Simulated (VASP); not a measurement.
# Ta3Ti2: structure and properties in VASP, part 3 of 6

What structure does Ta3Ti2 take at this level, and what are its properties? The cell is invented: other elements were put on sites of a known structure type. It may not be a known or stable phase.

VASP 6.6.1; PBE with D3; plane waves and PAW (Ti_sv, Ta_pv); invented cell.

Still holding for the runs below: This run has no spin polarisation. Its electron count is odd, so without a moment it is a metal by construction.

So far. Step 2 (Rough relaxation of the start cell): It ends with a largest force of 0.038 eV/Å and a pressure of -0.14 GPa. Step 3 (Full relaxation (PBE + D3)): It ends with a largest force of 0.008 eV/Å and a pressure of -0.01 GPa.

## 4. Second relaxation

A relaxation keeps the plane waves of the cell it began with, so it is repeated from the new cell, on a basis made for it. The mesh changes with the cell too.

The input, INCAR:

```
SYSTEM = Ta3Ti2
PREC = Accurate
ENCUT = 400
EDIFF = 1E-06
NELM = 100
ISMEAR = 1
SIGMA = 0.2
LREAL = .FALSE.
ALGO = Normal
GGA = PE
IVDW = 11
NBANDS = 35
LORBIT = 11
LWAVE = .FALSE.
LCHARG = .FALSE.
KPAR = 2
IBRION = 2
NSW = 60
ISIF = 3
EDIFFG = -0.01
```

The input, POSCAR:

```
Ta3Ti2
1.0
    2.7751892391      0.0000000000      0.0000000000
    0.0000000000      2.7751892391      0.0000000000
    0.0000000000      0.0000000000     11.6232335121
Ti Ta
2 3
Direct
    0.5000000000      0.0000000000      0.2116144060
    0.0000000000      0.5000000000      0.7883855940
    0.0000000000      0.5000000000      0.3962261560
    0.5000000000      0.0000000000      0.6037738440
    0.5000000000      0.5000000000      0.0000000000
```

The input, KPOINTS:

```
Automatic mesh
0
Gamma
10 10 3
0 0 0
```

Potentials, in the order of the species: Ti_sv and Ta_pv (PBE family, release 64).

Started as:

```bash
> mpirun -np 2 vasp_std
```

The program printed:

```text
[... set-up lines as in an earlier step ...]
 entering main loop
       N       E                     dE             d eps       ncg     rms          rms(c)
DAV:   1     0.627009170138E+03    0.62701E+03   -0.26744E+04  2948   0.156E+03
DAV:   2     0.958492486614E+01   -0.61742E+03   -0.60743E+03  2976   0.509E+02
DAV:   3    -0.480685041629E+02   -0.57653E+02   -0.56027E+02  4732   0.129E+02
DAV:   4    -0.533160697233E+02   -0.52476E+01   -0.51892E+01  4016   0.322E+01
DAV:   5    -0.535709403238E+02   -0.25487E+00   -0.25446E+00  4442   0.690E+00    0.263E+01
DAV:   6    -0.545853751967E+02   -0.10144E+01   -0.64642E+01  4427   0.394E+01    0.182E+01
DAV:   7    -0.517471931547E+02    0.28382E+01   -0.83877E+01  4199   0.400E+01    0.126E+01
DAV:   8    -0.504310499760E+02    0.13161E+01   -0.13889E+01  3925   0.138E+01    0.579E+00
DAV:   9    -0.496632787265E+02    0.76777E+00   -0.52294E+00  4449   0.920E+00    0.172E+00
DAV:  10    -0.496456836259E+02    0.17595E-01   -0.73191E-01  4202   0.345E+00    0.137E+00
DAV:  11    -0.496484635513E+02   -0.27799E-02   -0.56060E-02  4012   0.149E+00    0.642E-01
DAV:  12    -0.496436016820E+02    0.48619E-02   -0.33097E-02  4290   0.974E-01    0.129E-01
DAV:  13    -0.496436576948E+02   -0.56013E-04   -0.22728E-03  3834   0.310E-01    0.698E-02
DAV:  14    -0.496435417356E+02    0.11596E-03   -0.63206E-04  4325   0.149E-01    0.244E-02
DAV:  15    -0.496435439979E+02   -0.22623E-05   -0.55758E-05  4080   0.466E-02    0.761E-03
DAV:  16    -0.496435438544E+02    0.14351E-06   -0.55199E-06  3479   0.188E-02
   1 F= -.52149814E+02 E0= -.52154669E+02  d E =-.521498E+02
 curvature:   0.00 expect dE= 0.000E+00 dE for cont linesearch  0.000E+00
 trial: gam= 0.00000 g(F)=  0.372E-03 g(S)=  0.145E-03 ort = 0.000E+00 (trialstep = 0.100E+01)
 search vector abs. value=  0.517E-03
 bond charge predicted
       N       E                     dE             d eps       ncg     rms          rms(c)
DAV:   1    -0.496396878054E+02    0.38562E-02   -0.13055E-01  3473   0.421E+00    0.374E-01
DAV:   2    -0.496418412491E+02   -0.21534E-02   -0.48764E-02  4042   0.139E+00    0.344E-01
DAV:   3    -0.496393975661E+02    0.24437E-02   -0.32302E-02  4189   0.985E-01    0.182E-01
DAV:   4    -0.496390627399E+02    0.33483E-03   -0.39912E-03  4255   0.335E-01    0.853E-02
DAV:   5    -0.496388759034E+02    0.18684E-03   -0.18336E-03  4390   0.221E-01    0.344E-02
DAV:   6    -0.496388883432E+02   -0.12440E-04   -0.11835E-04  4044   0.631E-02    0.201E-02
DAV:   7    -0.496389015241E+02   -0.13181E-04   -0.20372E-05  4249   0.193E-02    0.116E-02
DAV:   8    -0.496389065950E+02   -0.50709E-05   -0.13683E-05  3978   0.170E-02    0.672E-03
DAV:   9    -0.496389079832E+02   -0.13882E-05   -0.23986E-06  2336   0.865E-03    0.638E-04
DAV:  10    -0.496389080415E+02   -0.58310E-07   -0.41781E-07  1800   0.425E-03
   2 F= -.52149995E+02 E0= -.52154979E+02  d E =-.180431E-03
[...]
3 F= -.52150008E+02 E0= -.52154962E+02  d E =-.193644E-03
[...]
4 F= -.52149997E+02 E0= -.52155092E+02  d E =0.106828E-04
 trial-energy change:    0.000011  1 .order   -0.000008   -0.000245    0.000230
 step:   0.4384(harm=  0.4930)  dis= 0.00105  next Energy=   -52.150062 (dE=-0.545E-04)
 bond charge predicted
       N       E                     dE             d eps       ncg     rms          rms(c)
DAV:   1    -0.496420312294E+02    0.23071E-02   -0.27255E-02  3455   0.208E+00    0.135E-01
DAV:   2    -0.496422151350E+02   -0.18391E-03   -0.51229E-03  3559   0.501E-01    0.758E-02
DAV:   3    -0.496421237063E+02    0.91429E-04   -0.27367E-03  4247   0.272E-01    0.751E-02
DAV:   4    -0.496420374908E+02    0.86216E-04   -0.66739E-04  4439   0.162E-01    0.167E-02
DAV:   5    -0.496420385394E+02   -0.10487E-05   -0.14757E-04  4380   0.607E-02    0.206E-02
DAV:   6    -0.496420370933E+02    0.14461E-05   -0.24425E-05  3524   0.318E-02    0.100E-02
DAV:   7    -0.496420404329E+02   -0.33396E-05   -0.24450E-06  2600   0.941E-03    0.540E-03
DAV:   8    -0.496420425224E+02   -0.20895E-05   -0.48601E-06  3124   0.841E-03    0.291E-03
DAV:   9    -0.496420428710E+02   -0.34869E-06   -0.27667E-07  1605   0.339E-03
   5 F= -.52150059E+02 E0= -.52155080E+02  d E =-.516552E-04
 curvature:  -0.39 expect dE=-0.853E-05 dE for cont linesearch -0.120E-06
 trial: gam=-0.01921 g(F)=  0.146E-04 g(S)=  0.697E-05 ort = 0.113E-04 (trialstep = 0.852E+00)
 search vector abs. value=  0.213E-04
 reached required accuracy - stopping structural energy minimisation
```

Wall time 68 s (2 MPI ranks of Intel Xeon 6975P-C (Granite Rapids), shared host); peak memory 0.42 GiB; 2.2 min of CPU time.

OUTCAR, selected parts (step 4):

```text
  LATTYP: Found a simple tetragonal cell.
 ALAT       =     2.7751892391
 C/A-ratio  =     4.1882670012

The static configuration has the point symmetry D_2d.

 Found     42 irreducible k-points:

   k-points           NKPTS =     42   k-points in BZ     NKDIM =     42   number of bands    NBANDS=     35

   dimension x,y,z NGX =    18 NGY =   18 NGZ =   80
   dimension x,y,z NGXF=    36 NGYF=   36 NGZF=  160

   ENCUT  =  400.0 eV  29.40 Ry    5.42 a.u.   4.53  4.53 18.95*2*pi/ulx,y,z

   NELECT =      57.0000    total number of electrons

 Edisp (eV)   -2.50566

 E-fermi :   6.5658

 k-point     1 :       0.0000    0.0000    0.0000
  band No.  band energies     occupation
    ...
     24       4.3968      2.00000
     25       4.5690      2.00000
     26       5.4863      2.00000
     27       6.2080      2.02973
     28       6.4460      1.83878
     29       6.9002     -0.03957
     30       7.2464     -0.00002
     31       7.7756     -0.00000
     32       8.0985     -0.00000
     33       8.0985     -0.00000
    ...

 k-point     2 :       0.1000    0.0000    0.0000
  band No.  band energies     occupation
    ...
     25       4.7643      2.00000
     26       5.5508      2.00000
     27       6.2965      2.06708
     28       6.4012      1.99136
     29       6.5432      1.19005
     30       7.0371     -0.00429
     31       7.5202     -0.00000
     32       7.8615     -0.00000
     33       8.1421     -0.00000
     34       8.1684     -0.00000
    ...

 Edisp (eV)   -2.50802

  Total       0.01567     0.01567    -0.01521     0.00000     0.00000     0.00000
  in kB       0.28066     0.28066    -0.27247     0.00000     0.00000     0.00000
  external pressure =        0.10 kB  Pullay stress =        0.00 kB

  energy-cutoff  :      400.00
  volume of cell :       89.45
      direct lattice vectors                 reciprocal lattice vectors
     2.773866747  0.000000000  0.000000000     0.360507584  0.000000000  0.000000000
     0.000000000  2.773866747  0.000000000     0.000000000  0.360507584  0.000000000
    -0.000000000  0.000000000 11.625063224     0.000000000  0.000000000  0.086021038

 POSITION                                       TOTAL-FORCE (eV/Angst)
 -----------------------------------------------------------------------------------
      1.38693      0.00000      2.45730         0.000000      0.000000     -0.008119
      2.77387      1.38693      9.16776        -0.000000      0.000000      0.008119
      2.77387      1.38693      4.60847         0.000000      0.000000     -0.009263
      1.38693      0.00000      7.01660        -0.000000      0.000000      0.009263
      1.38693      1.38693      0.00000         0.000000     -0.000000      0.000000
 -----------------------------------------------------------------------------------
    total drift:                                0.000000      0.000000      0.000000

  FREE ENERGIE OF THE ION-ELECTRON SYSTEM (eV)
  ---------------------------------------------------
  free  energy   TOTEN  =       -52.1500593838 eV

  energy  without entropy=      -52.1651202006  energy(sigma->0) =      -52.15507966

 total charge
# of ion       s       p       d       tot
------------------------------------------
    1        2.250   6.135   1.934  10.320
    2        2.250   6.135   1.934  10.320
    3        0.390   6.164   2.409   8.963
    4        0.390   6.164   2.409   8.963
    5        0.413   6.116   2.427   8.956
--------------------------------------------------
tot          5.692  30.715  11.114  47.522

[... 2 parts as in an earlier step ...]

[... 7 further parts left out ...]
```

Little changed from the start: no atom moved by 0.005 Å and no cell edge by 0.1 %.

This step gave:

```
irreducible k-points            : 42
free energy (TOTEN)             : -52.1501 eV
energy at zero smearing         : -52.1551 eV
Fermi energy                    : 6.566 eV
pressure                        : 0.009628 GPa
SCF cycles over all ionic steps : 50
```

It ends with a largest force of 0.009 eV/Å and a pressure of 0.01 GPa. The volume moved by only 0.08 %, so the volume is settled.

## 5. Density, ELF and potential (PBE + D3)

A single point on the relaxed cell gives a clean self-consistent state, with density, ELF and potential written out.

Edit INCAR of step 4 so:

```diff
@@ -14,7 +14,5 @@
 LWAVE = .FALSE.
-LCHARG = .FALSE.
-KPAR = 2
-IBRION = 2
-NSW = 60
-ISIF = 3
-EDIFFG = -0.01
+LCHARG = .TRUE.
+ISIF = 2
+LELF = .TRUE.
+LVHAR = .TRUE.
```

The input, POSCAR:

```
Ta3Ti2
1.0
    2.7738667468      0.0000000000      0.0000000000
    0.0000000000      2.7738667468      0.0000000000
    0.0000000000      0.0000000000     11.6250632238
Ti Ta
2 3
Direct
    0.5000000000      0.0000000000      0.2113793862
    0.0000000000      0.5000000000      0.7886206138
    0.0000000000      0.5000000000      0.3964251217
    0.5000000000      0.0000000000      0.6035748783
    0.5000000000      0.5000000000      0.0000000000
```

KPOINTS is that of step 4.

Started as:

```bash
> mpirun -np 2 vasp_std
```

The program printed:

```text
[banner, memory and clock lines left out]
running    2 mpi-ranks, on    1 nodes
 distrk:  each k-point on    2 cores,    1 groups
 distr:  one band on    1 cores,    2 groups

 POSCAR found type information on POSCAR TiTa
 POSCAR found :  2 types and       5 ions
 LDA part: xc-table for (Slater+PW92), standard interpolation
|                                                                             |
|           W    W    AA    RRRRR   N    N  II  N    N   GGGG   !!!           |
|           W    W   A  A   R    R  NN   N  II  NN   N  G    G  !!!           |
|           W    W  A    A  R    R  N N  N  II  N N  N  G       !!!           |
|           W WW W  AAAAAA  RRRRR   N  N N  II  N  N N  G  GGG   !            |
|           WW  WW  A    A  R   R   N   NN  II  N   NN  G    G                |
|           W    W  A    A  R    R  N    N  II  N    N   GGGG   !!!           |
|                                                                             |
|     The number of bands has been changed from the values supplied in        |
|     The orbitals not found in the WAVECAR file will be initialized with     |
|     random numbers, which is usually adequate. For correlated               |
|     calculations, however, you should redo the groundstate calculation.     |
|     I found NBANDS = 35. Now, NBANDS = 36.                                  |
|                                                                             |

 POSCAR, INCAR and KPOINTS ok, starting setup
 FFT: planning ... GRIDC
 FFT: planning ... GRID_SOFT
 FFT: planning ... GRID
 WAVECAR not read
 entering main loop
       N       E                     dE             d eps       ncg     rms          rms(c)
DAV:   1     0.631247826993E+03    0.63125E+03   -0.26507E+04  3032   0.152E+03
DAV:   2     0.894858877383E+01   -0.62230E+03   -0.61010E+03  3068   0.499E+02
DAV:   3    -0.482453480454E+02   -0.57194E+02   -0.55417E+02  4848   0.126E+02
DAV:   4    -0.533260015667E+02   -0.50807E+01   -0.50298E+01  4080   0.320E+01
DAV:   5    -0.535710244023E+02   -0.24502E+00   -0.24471E+00  4496   0.657E+00    0.263E+01
DAV:   6    -0.546707914195E+02   -0.10998E+01   -0.62777E+01  4540   0.384E+01    0.183E+01
DAV:   7    -0.517638224584E+02    0.29070E+01   -0.77313E+01  4328   0.391E+01    0.127E+01
DAV:   8    -0.504464375064E+02    0.13174E+01   -0.13688E+01  4008   0.133E+01    0.585E+00
DAV:   9    -0.496626623479E+02    0.78378E+00   -0.50050E+00  4584   0.902E+00    0.174E+00
DAV:  10    -0.496431821908E+02    0.19480E-01   -0.69368E-01  4328   0.334E+00    0.134E+00
DAV:  11    -0.496473775572E+02   -0.41954E-02   -0.52294E-02  4188   0.139E+00    0.677E-01
DAV:  12    -0.496419320780E+02    0.54455E-02   -0.32895E-02  4308   0.995E-01    0.135E-01
DAV:  13    -0.496419609389E+02   -0.28861E-04   -0.19960E-03  3860   0.282E-01    0.716E-02
DAV:  14    -0.496418420033E+02    0.11894E-03   -0.59251E-04  4400   0.142E-01    0.234E-02
DAV:  15    -0.496418444742E+02   -0.24708E-05   -0.55050E-05  4124   0.445E-02    0.833E-03
DAV:  16    -0.496418441965E+02    0.27765E-06   -0.58076E-06  3520   0.190E-02
   1 F= -.52149861E+02 E0= -.52154880E+02  d E =0.150568E-01
```

Wall time 26 s (2 MPI ranks); peak memory 0.35 GiB.

From OUTCAR (step 5):

```text
   k-points           NKPTS =     42   k-points in BZ     NKDIM =     42   number of bands    NBANDS=     36

   ENCUT  =  400.0 eV  29.40 Ry    5.42 a.u.   4.52  4.52 18.96*2*pi/ulx,y,z

   NELECT =      57.0000    total number of electrons

 E-fermi :   6.5659

 k-point     1 :       0.0000    0.0000    0.0000
  band No.  band energies     occupation
    ...
     24       4.3966      2.00000
     25       4.5690      2.00000
     26       5.4865      2.00000
     27       6.2083      2.02981
     28       6.4462      1.83850
     29       6.9003     -0.03957
     30       7.2464     -0.00002
     31       7.7758     -0.00000
     32       8.0987     -0.00000
     33       8.0987     -0.00000
    ...

 Edisp (eV)   -2.50802

  Total      -0.00398    -0.00398    -0.02570     0.00000     0.00000     0.00000
  in kB      -0.07130    -0.07130    -0.46041     0.00000     0.00000     0.00000
  external pressure =       -0.20 kB  Pullay stress =        0.00 kB

 POSITION                                       TOTAL-FORCE (eV/Angst)
 -----------------------------------------------------------------------------------
      1.38693      0.00000      2.45730         0.000000     -0.000000     -0.007573
      0.00000      1.38693      9.16776         0.000000     -0.000000      0.007573
      0.00000      1.38693      4.60847         0.000000     -0.000000     -0.008803
      1.38693      0.00000      7.01660         0.000000      0.000000      0.008803
      1.38693      1.38693      0.00000        -0.000000     -0.000000      0.000000
 -----------------------------------------------------------------------------------
    total drift:                                0.000000      0.000000     -0.000000

  FREE ENERGIE OF THE ION-ELECTRON SYSTEM (eV)
  ---------------------------------------------------
  free  energy   TOTEN  =       -52.1498607091 eV

  energy  without entropy=      -52.1649175452  energy(sigma->0) =      -52.15487965

[... 3 parts as in an earlier step ...]

[... 12 further parts left out ...]
```

Numbers from this step:

```
SCF cycles              : 16
bands                   : 36
free energy (TOTEN)     : -52.1499 eV
energy at zero smearing : -52.1549 eV
pressure                : -0.02010 GPa
```

Valence electrons inside each PAW sphere by angular momentum. Sphere charges, by row:

| atom | s (e) | p (e) | d (e) | tot (e) |
| --- | --- | --- | --- | --- |
| Ti1 | 2.25 | 6.135 | 1.934 | 10.32 |
| Ti2 | 2.25 | 6.135 | 1.934 | 10.32 |
| Ta3 | 0.39 | 6.164 | 2.41 | 8.964 |
| Ta4 | 0.39 | 6.164 | 2.41 | 8.964 |
| Ta5 | 0.413 | 6.116 | 2.427 | 8.956 |

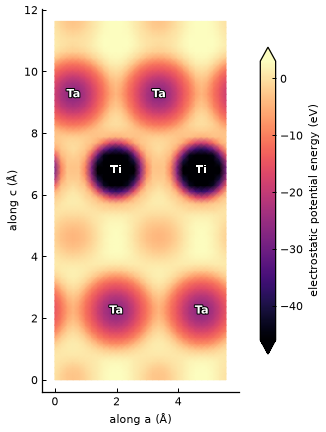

Electrostatic potential energy in the ac plane at fractional y = 0.500, with atoms of Ti and Ta within 0.2 Å of it. With pseudopotentials it is smooth inside the atoms' cores, unlike the true potential. The map starts off the cell's origin, so that atoms lie inside it.

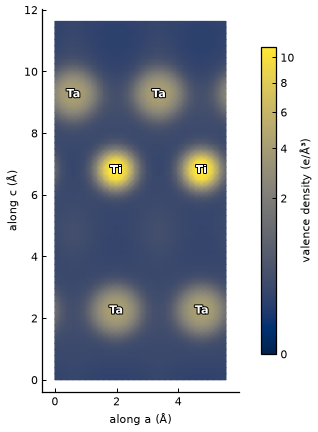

Valence density in the ac plane at fractional y = 0.500, with atoms of Ti and Ta within 0.2 Å of it. It is the smooth field of the valence electrons, not physical close to the nuclei. The map starts off the cell's origin, so that atoms lie inside it. The colour scale is stretched toward low values.

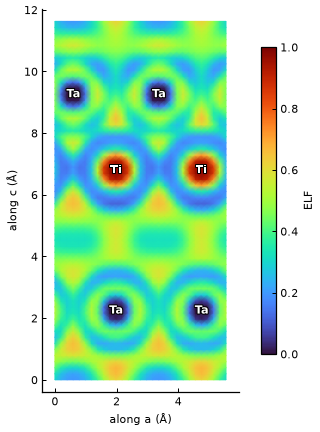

ELF in the ac plane at fractional y = 0.500, with atoms of Ti and Ta within 0.2 Å of it. It is the smooth field of the valence electrons, not physical close to the nuclei. The map starts off the cell's origin, so that atoms lie inside it.

In this run the pressure is -0.02 GPa, small enough to go on.

[end of part 3 of 6]

[Lines on the potential files, build, host, timing and source positions are cut from VASP's logs without a mark.]

[Logs are printed without paths, hosts, clocks, repeated set-up lines and the standing remarks that a program may print on its own settings, such as how far it seeks lower states.]

[Hosts, paths, dates, database ids (printed as entryN), source tags and the programs' standing remarks are cut or masked in the printed files.]

[A measured line is paired with the nearest computed mode of its activity, which favours agreement.]
